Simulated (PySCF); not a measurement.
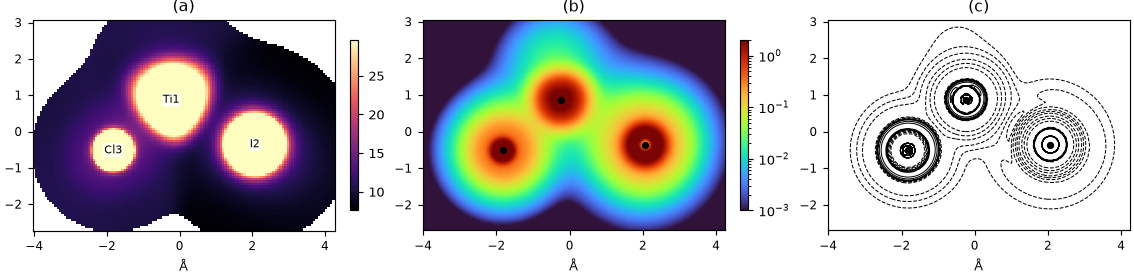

*Cl₃ITi. Three fields in the plane of Ti1, I2 and Cl3. (c): solid lines positive, dashed lines negative.*

Method: TPSS/def2-SVP; geometry: GFN2-xTB; program: PySCF. Core potentials replace the inner electrons of I; spin–orbit coupling isn't included. This is a single-reference result, which may miss multireference character in this system. No frequency check shows the geometry to be a minimum. GFN2-xTB bond lengths at metals and heavier atoms can be off by up to 0.1 Å and shapes distorted, which carries into these values.

Coordinates in Å:

```
Ti1     -0.7916   -0.0000    0.0000
I2       1.8159    0.0000   -0.0000
Cl3     -1.5456   -1.5675    1.1949
Cl4     -1.5456   -0.2510   -1.9550
Cl5     -1.5456    1.8186    0.7601
```

Question: The panels show, in some order, the negative Laplacian of the density (−∇²ρ), electron density and average local ionisation energy. Which is which?

Answer: (a) is the average local ionisation energy: it is high near the heavier nuclei and lowest where loosely bound electrons reach out. (b) is the electron density: it is positive everywhere and peaks at the nuclei. (c) is the negative Laplacian of the density (−∇²ρ): shells alternate in sign around each nucleus and valence concentrations outline the bonding and non-bonding pairs.
